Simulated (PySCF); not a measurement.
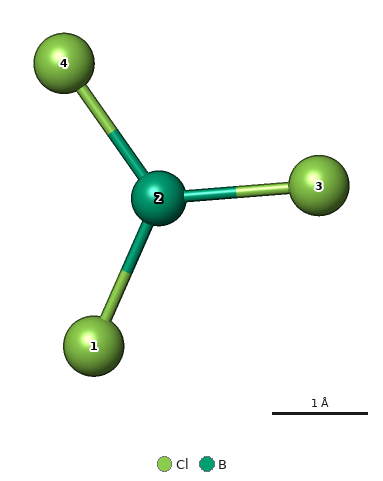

*The structure as given in the input (ball-and-stick view, seen at a tilt; atoms are numbered from 1 in the order of the input).*

Bond lengths as drawn: B–Cl 1.74 Å.

## Single-point calculation, with input and output: BCl₃ (part 1 of 2)

BCl₃, SMILES ClB(Cl)Cl, computed with CASSCF/6-31G*, RHF, SMD solvent benzene (PySCF 2.14.0).

The run did not end well. The geometry comes from this level: PBE0-D4/def2-TZVP. Figures and captions count atoms from 1; the log counts them from 0 in places.

**Log**
```
PySCF version 2.14.0

[INPUT] num. atoms = 4
[INPUT] num. electrons = 56
[INPUT] charge = 0
[INPUT] spin (= nelec alpha-beta = 2S) = 0
[INPUT] symmetry True subgroup None
[INPUT] Mole.unit = bohr
[INPUT] Symbol           X                Y                Z      unit          X                Y                Z       unit  Magmom
[INPUT]  1 Cl    -0.257919914248   0.516439915453   1.638340053489 AA   -0.487398000000   0.975930000000   3.096014000000 Bohr   0.0
[INPUT]  2 B      0.000000000000   0.000000000000  -0.000010054367 AA    0.000000000000   0.000000000000  -0.000019000000 Bohr   0.0
[INPUT]  3 Cl     0.942010049424  -1.423060180543  -0.323999860107 AA    1.780141000000  -2.689194000000  -0.612271000000 Bohr   0.0
[INPUT]  4 Cl    -0.684100189543   0.906610210723  -1.314320084648 AA   -1.292762000000   1.713245000000  -2.483705000000 Bohr   0.0

nuclear repulsion = 230.173143759712
point group symmetry = C1
symmetry origin: [0. 0. 0.]
symmetry axis x: [1. 0. 0.]
symmetry axis y: [0. 1. 0.]
symmetry axis z: [0. 0. 1.]
num. orbitals of irrep A = 68
number of shells = 30
number of NR pGTOs = 180
number of NR cGTOs = 68
basis = 6-31g*
ecp = {}

******** <class 'pyscf.solvent._attach_solvent.SMDDFRHF'> ********
method = SMDDFRHF
initial guess = minao
damping factor = 0
level_shift factor = 0
DIIS = <class 'pyscf.scf.diis.CDIIS'>
diis_start_cycle = 1
diis_space = 8
diis_damp = 0
SCF conv_tol = 1e-09
SCF conv_tol_grad = None
SCF max_cycles = 50
direct_scf = False
******** <class 'pyscf.solvent.smd.SMD'> ********
sasa_ng = 590
eps = 2.2706
frozen = False
---------- SMD solvent descriptors -------
n     = 1.5011
alpha = 0.0
beta  = 0.14
gamma = 40.62
phi   = 1.0
psi   = 0.0
--------------------- end ----------------
equilibrium_solvation = False
Set gradient conv threshold to 3.16228e-05
Initial guess from minao.
******** <class 'pyscf.df.df.DF'> ********
auxbasis = aug-cc-pvtz-jkfit
SMD E_diel = -2.98763020704866e-05
CDS correction = -0.004523440096120
Solvent Energy = -2.98763020704866e-05
init E= -1403.90657227655
  HOMO = -0.403449401235059  LUMO = 0.0595330858826211  gap/eV = 12.59840
SMD E_diel = -0.00286315271770562
CDS correction = -0.004523440096120
Solvent Energy = -0.00286315271770562
cycle= 1 E= -1403.17470398389  delta_E= 0.732  |g|= 0.485  |ddm|= 2.11
  HOMO = -0.464673108387097  LUMO = 0.00512637926848969  gap/eV = 12.78390
SMD E_diel = -0.000393975334262342
CDS correction = -0.004523440096120
Solvent Energy = -0.000393975334262342
cycle= 2 E= -1403.23222863678  delta_E= -0.0575  |g|= 0.28  |ddm|= 0.873
  HOMO = -0.457525770405507  LUMO = 0.0789017144376114  gap/eV = 14.59694
SMD E_diel = -0.000862440135963466
CDS correction = -0.004523440096120
Solvent Energy = -0.000862440135963466
cycle= 3 E= -1403.25368264005  delta_E= -0.0215  |g|= 0.0328  |ddm|= 0.337
  HOMO = -0.45805527404952  LUMO = 0.0813150048797628  gap/eV = 14.67701
SMD E_diel = -0.000864755709978806
CDS correction = -0.004523440096120
Solvent Energy = -0.000864755709978806
cycle= 4 E= -1403.2543425433  delta_E= -0.00066  |g|= 0.0046  |ddm|= 0.0973
  HOMO = -0.458379359993684  LUMO = 0.0806612517555712  gap/eV = 14.66804
SMD E_diel = -0.000868635984870672
CDS correction = -0.004523440096120
Solvent Energy = -0.000868635984870672
cycle= 5 E= -1403.25435953051  delta_E= -1.7e-05  |g|= 0.00101  |ddm|= 0.0207
  HOMO = -0.458434299673812  LUMO = 0.0808449265194708  gap/eV = 14.67454
SMD E_diel = -0.000870351587721576
CDS correction = -0.004523440096120
Solvent Energy = -0.000870351587721576
cycle= 6 E= -1403.25436049448  delta_E= -9.64e-07  |g|= 0.000165  |ddm|= 0.00486
  HOMO = -0.458403671779415  LUMO = 0.0808584209870276  gap/eV = 14.67407
SMD E_diel = -0.000870587872029502
CDS correction = -0.004523440096120
Solvent Energy = -0.000870587872029502
cycle= 7 E= -1403.25436051639  delta_E= -2.19e-08  |g|= 3.48e-05  |ddm|= 0.000519
  HOMO = -0.458410664947316  LUMO = 0.0808527984259833  gap/eV = 14.67411
SMD E_diel = -0.000870627121264056
CDS correction = -0.004523440096120
Solvent Energy = -0.000870627121264056
cycle= 8 E= -1403.25436051732  delta_E= -9.29e-10  |g|= 9.3e-06  |ddm|= 8.86e-05
  HOMO = -0.458408873396928  LUMO = 0.0808539328065376  gap/eV = 14.67409
SMD E_diel = -0.000870639225877652
CDS correction = -0.004523440096120
Solvent Energy = -0.000870639225877652
Extra cycle  E= -1403.25436051738  delta_E= -6.18e-11  |g|= 3.56e-06  |ddm|= 2.1e-05
converged SCF energy = -1403.25436051738
SMD E_diel = -0.000870639225877652
uhf_internal: lowest eigs of H = [0.57219644 0.61170003 0.61172297]
<class 'pyscf.solvent._attach_solvent.SMDDFUHF'> wavefunction is stable in the internal stability analysis

******** <class 'pyscf.solvent._attach_solvent.SMDDFUHF'> ********
method = SMDDFUHF
initial guess = minao
damping factor = 0
level_shift factor = 0
DIIS = <class 'pyscf.scf.diis.CDIIS'>
diis_start_cycle = 1
diis_space = 8
diis_damp = 0
SCF conv_tol = 1e-09
SCF conv_tol_grad = None
SCF max_cycles = 50
direct_scf = False
number electrons alpha = 28  beta = 28
******** <class 'pyscf.solvent.smd.SMD'> ********
sasa_ng = 590
eps = 2.2706
frozen = False
---------- SMD solvent descriptors -------
n     = 1.5011
alpha = 0.0
beta  = 0.14
gamma = 40.62
phi   = 1.0
psi   = 0.0
--------------------- end ----------------
equilibrium_solvation = False
Set gradient conv threshold to 3.16228e-05
SMD E_diel = -0.000870639225877652
CDS correction = -0.004523440096120
Solvent Energy = -0.000870639225877652
init E= -1403.25436051739
  alpha nocc = 28  HOMO = -0.458409005420741  LUMO = 0.0808540160005293
  beta  nocc = 28  HOMO = -0.458409005420741  LUMO = 0.0808540160005293
  HOMO = -0.458409005421  LUMO = 0.0808540160005  gap/eV = 14.67409
SMD E_diel = -0.000870646077040159
CDS correction = -0.004523440096120
Solvent Energy = -0.000870646077040159
cycle= 1 E= -1403.25436051739  delta_E= -9.55e-12  |g|= 1.12e-06  |ddm|= 5.69e-06
  alpha nocc = 28  HOMO = -0.458408856083007  LUMO = 0.0808540580760062
  beta  nocc = 28  HOMO = -0.458408856083007  LUMO = 0.0808540580760062
  HOMO = -0.458408856083  LUMO = 0.080854058076  gap/eV = 14.67409
```

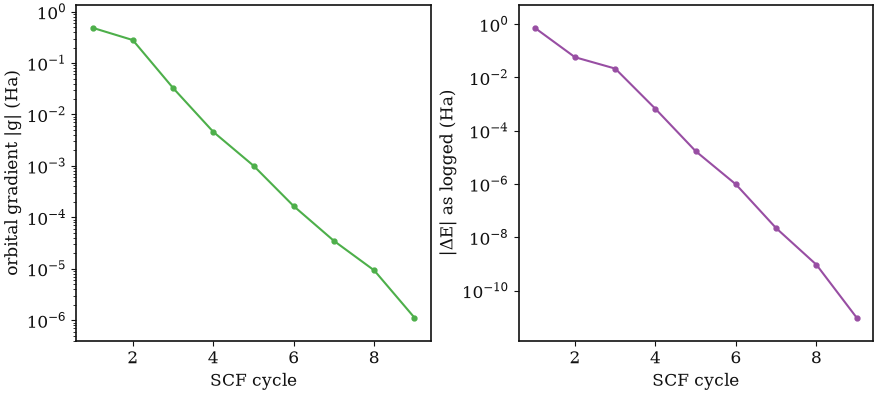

*Convergence of the self-consistent field: orbital gradient |g| and size of the energy change against the SCF cycle.*

All cycles printed in the log are drawn one after another.

```
SMD E_diel = -0.000870647746476916
CDS correction = -0.004523440096120
Solvent Energy = -0.000870647746476916
Extra cycle  E= -1403.2543605174  delta_E= -6.82e-12  |g|= 4.74e-07  |ddm|= 2.51e-06
converged SCF energy = -1403.2543605174  <S^2> = 7.1054274e-15  2S+1 = 1
natural occupations [2. 2. 2. 2. 2. 2. 2. 2. 2. 2. 2. 2. 2. 2. 2. 2. 2. 2. 2. 2. 2. 2. 2. 2.
 2. 2. 2. 2. 0. 0. 0. 0. 0. 0. 0. 0. 0. 0. 0. 0.]

******** <class 'pyscf.mcscf.df.DFCASSCF'> ********
CAS (1e+1e, 2o), ncore = 27, nvir = 39
max_cycle_macro = 50
max_cycle_micro = 4
conv_tol = 1e-07
conv_tol_grad = None
orbital rotation max_stepsize = 0.02
orbital rotation threshold for CI restart = 0.01
augmented hessian ah_max_cycle = 30
augmented hessian ah_conv_tol = 1e-12
augmented hessian ah_linear dependence = 1e-14
augmented hessian ah_level shift = 1e-08
augmented hessian ah_start_tol = 2.5
augmented hessian ah_start_cycle = 3
augmented hessian ah_grad_trust_region = 3
kf_trust_region = 3
kf_interval = 4
ci_response_space = 4
ci_grad_trust_region = 3
with_dep4 0
natorb = True
canonicalization = True
sorting_mo_energy = False
ao2mo_level = 2
internal_rotation = False
******** <class 'pyscf.fci.addons.SpinPenaltyFCISolver'> ********
max. cycles = 50
conv_tol = 1e-08
davidson only = True
linear dependence = 1e-12
level shift = 0.001
max iter space = 12
nroots = 1
pspace_size = 400
spin = None

WARN: Solvent model <class 'pyscf.solvent.smd.SMD'> was found at SCF level but not applied to the CASSCF object.
The SCF solvent model will not be applied to the current CASSCF calculation.
To enable the solvent model for CASSCF, the following code needs to be called
        from pyscf import solvent
        mc = mcscf.CASSCF(...)
        mc = solvent.ddCOSMO(mc)

DFCASCI/DFCASSCF: density fitting for JK matrix and 2e integral transformation
CASCI E = -1403.24896644977  S^2 = 0.0000000
Set conv_tol_grad to 0.000316228
macro iter   1 ( 12 JK    3 micro), CASSCF E = -1403.24898242498  dE = -1.59752137e-05  S^2 = 0.0000000
               |grad[o]|=0.00599  |grad[c]|=0.039  |ddm|=1.14e-05  |maxRot[o]|=0.106
macro iter   2 (  7 JK    2 micro), CASSCF E = -1403.24898263329  dE = -2.08300662e-07  S^2 = 0.0000000
               |grad[o]|=0.00353  |grad[c]|=0.00278  |ddm|=0.000264  |maxRot[o]|=0.0699
macro iter   3 (  7 JK    2 micro), CASSCF E = -1403.24898336886  dE = -7.35576350e-07  S^2 = 0.0000000
               |grad[o]|=0.00344  |grad[c]|=0.00347  |ddm|=0.000475  |maxRot[o]|=0.0699
macro iter   4 (  7 JK    2 micro), CASSCF E = -1403.24898557394  dE = -2.20508014e-06  S^2 = 0.0000000
               |grad[o]|=0.00334  |grad[c]|= 0.01  |ddm|=0.000838  |maxRot[o]|=0.0699
macro iter   5 (  7 JK    2 micro), CASSCF E = -1403.24899166156  dE = -6.08761707e-06  S^2 = 0.0000000
               |grad[o]|=0.00324  |grad[c]|=0.00592  |ddm|=0.000987  |maxRot[o]|=0.0687
macro iter   6 (  7 JK    2 micro), CASSCF E = -1403.24900696698  dE = -1.53054207e-05  S^2 = 0.0000000
               |grad[o]|=0.00307  |grad[c]|=0.0035  |ddm|=0.000639  |maxRot[o]|=0.0697
macro iter   7 (  7 JK    2 micro), CASSCF E = -1403.24904336545  dE = -3.63984720e-05  S^2 = 0.0000000
               |grad[o]|=0.00291  |grad[c]|=0.0114  |ddm|=7.78e-06  |maxRot[o]|=0.0697
macro iter   8 (  7 JK    2 micro), CASSCF E = -1403.24911864299  dE = -7.52775341e-05  S^2 = 0.0000000
               |grad[o]|=0.00271  |grad[c]|=0.0138  |ddm|=0.000858  |maxRot[o]|=0.0697
macro iter   9 (  7 JK    2 micro), CASSCF E = -1403.24925445718  dE = -1.35814199e-04  S^2 = 0.0000000
               |grad[o]|=0.00256  |grad[c]|=0.00937  |ddm|=0.00141  |maxRot[o]|=0.0697
macro iter  10 (  7 JK    2 micro), CASSCF E = -1403.24950041880  dE = -2.45961618e-04  S^2 = 0.0000000
               |grad[o]|=0.00248  |grad[c]|=0.00562  |ddm|=0.00176  |maxRot[o]|=0.0697
macro iter  11 (  7 JK    2 micro), CASSCF E = -1403.24997379100  dE = -4.73372198e-04  S^2 = 0.0000000
               |grad[o]|=0.00267  |grad[c]|=0.0057  |ddm|=0.00212  |maxRot[o]|=0.0697
macro iter  12 (  7 JK    2 micro), CASSCF E = -1403.25080313763  dE = -8.29346633e-04  S^2 = 0.0000000
               |grad[o]|=0.00327  |grad[c]|=0.00579  |ddm|=0.00268  |maxRot[o]|=0.0694
macro iter  13 (  7 JK    2 micro), CASSCF E = -1403.25180050337  dE = -9.97365731e-04  S^2 = 0.0000000
               |grad[o]|=0.00468  |grad[c]|=0.0074  |ddm|=0.00331  |maxRot[o]|=0.0698
macro iter  14 (  7 JK    2 micro), CASSCF E = -1403.25289843375  dE = -1.09793038e-03  S^2 = 0.0000000
               |grad[o]|=0.00647  |grad[c]|=0.00898  |ddm|=0.00406  |maxRot[o]|=0.0698
macro iter  15 ( 21 JK    4 micro), CASSCF E = -1403.25352261544  dE = -6.24181699e-04  S^2 = 0.0000000
               |grad[o]|=0.00805  |grad[c]|=0.025  |ddm|=0.00535  |maxRot[o]|=0.056
macro iter  16 ( 21 JK    4 micro), CASSCF E = -1403.25380470516  dE = -2.82089717e-04  S^2 = 0.0000000
               |grad[o]|=0.00892  |grad[c]|=0.0224  |ddm|=0.00394  |maxRot[o]|=0.0293
macro iter  17 ( 21 JK    4 micro), CASSCF E = -1403.25389073512  dE = -8.60299626e-05  S^2 = 0.0000000
               |grad[o]|=0.00928  |grad[c]|=0.0194  |ddm|=0.00443  |maxRot[o]|=0.021
macro iter  18 ( 21 JK    4 micro), CASSCF E = -1403.25399076420  dE = -1.00029073e-04  S^2 = 0.0000000
               |grad[o]|=0.00949  |grad[c]|=0.0187  |ddm|=0.0048  |maxRot[o]|=0.018
macro iter  19 ( 21 JK    4 micro), CASSCF E = -1403.25412747886  dE = -1.36714667e-04  S^2 = 0.0000000
               |grad[o]|=0.00956  |grad[c]|=0.0178  |ddm|=0.00496  |maxRot[o]|=0.0161
macro iter  20 ( 21 JK    4 micro), CASSCF E = -1403.25430007692  dE = -1.72598061e-04  S^2 = 0.0000000
               |grad[o]|=0.00955  |grad[c]|=0.0171  |ddm|=0.00522  |maxRot[o]|=0.0161
macro iter  21 ( 21 JK    4 micro), CASSCF E = -1403.25448191368  dE = -1.81836753e-04  S^2 = 0.0000000
               |grad[o]|=0.00941  |grad[c]|=0.0163  |ddm|=0.00541  |maxRot[o]|=0.0157
macro iter  22 ( 21 JK    4 micro), CASSCF E = -1403.25463790223  dE = -1.55988553e-04  S^2 = 0.0000000
               |grad[o]|=0.00921  |grad[c]|=0.0157  |ddm|=0.00577  |maxRot[o]|=0.015
macro iter  23 ( 21 JK    4 micro), CASSCF E = -1403.25473969786  dE = -1.01795631e-04  S^2 = 0.0000000
               |grad[o]|=0.00897  |grad[c]|=0.0152  |ddm|=0.00606  |maxRot[o]|=0.014
macro iter  24 ( 21 JK    4 micro), CASSCF E = -1403.25478159616  dE = -4.18982997e-05  S^2 = 0.0000000
               |grad[o]|=0.00877  |grad[c]|=0.0149  |ddm|=0.00633  |maxRot[o]|=0.0126
macro iter  25 ( 21 JK    4 micro), CASSCF E = -1403.25477377883  dE =  7.81732933e-06  S^2 = 0.0000000
               |grad[o]|=0.00872  |grad[c]|=0.0148  |ddm|=0.00657  |maxRot[o]|=0.0112
macro iter  26 ( 21 JK    4 micro), CASSCF E = -1403.25540893753  dE = -6.35158698e-04  S^2 = 0.0000000
               |grad[o]|=0.00873  |grad[c]|=0.00213  |ddm|=0.00109  |maxRot[o]|=0.0479
macro iter  27 ( 21 JK    4 micro), CASSCF E = -1403.25591206565  dE = -5.03128124e-04  S^2 = 0.0000000
               |grad[o]|=0.00826  |grad[c]|=0.00934  |ddm|=0.00428  |maxRot[o]|=0.0235
macro iter  28 ( 21 JK    4 micro), CASSCF E = -1403.25614802353  dE = -2.35957880e-04  S^2 = 0.0000000
               |grad[o]|=0.00751  |grad[c]|= 0.01  |ddm|=0.00377  |maxRot[o]|=0.0151
macro iter  29 ( 21 JK    4 micro), CASSCF E = -1403.25617873808  dE = -3.07145472e-05  S^2 = 0.0000000
               |grad[o]|=0.00664  |grad[c]|=0.0122  |ddm|=0.00469  |maxRot[o]|=0.00551
macro iter  30 ( 21 JK    4 micro), CASSCF E = -1403.25611711637  dE =  6.16217133e-05  S^2 = 0.0000000
               |grad[o]|=0.00652  |grad[c]|=0.014  |ddm|=0.00545  |maxRot[o]|=0.00594
macro iter  31 ( 21 JK    4 micro), CASSCF E = -1403.25675132971  dE = -6.34213341e-04  S^2 = 0.0000000
               |grad[o]|=0.00683  |grad[c]|=0.0112  |ddm|=0.00493  |maxRot[o]|=0.0444
macro iter  32 ( 21 JK    4 micro), CASSCF E = -1403.25761569734  dE = -8.64367632e-04  S^2 = 0.0000000
               |grad[o]|=0.0063  |grad[c]|=0.00428  |ddm|=0.00177  |maxRot[o]|=0.0687
macro iter  33 ( 21 JK    4 micro), CASSCF E = -1403.25789388616  dE = -2.78188817e-04  S^2 = 0.0000000
               |grad[o]|=0.00618  |grad[c]|=0.011  |ddm|=0.00217  |maxRot[o]|=0.0271
macro iter  34 ( 21 JK    4 micro), CASSCF E = -1403.25797181435  dE = -7.79281982e-05  S^2 = 0.0000000
               |grad[o]|=0.00523  |grad[c]|=0.0129  |ddm|=0.00253  |maxRot[o]|=0.0145
```
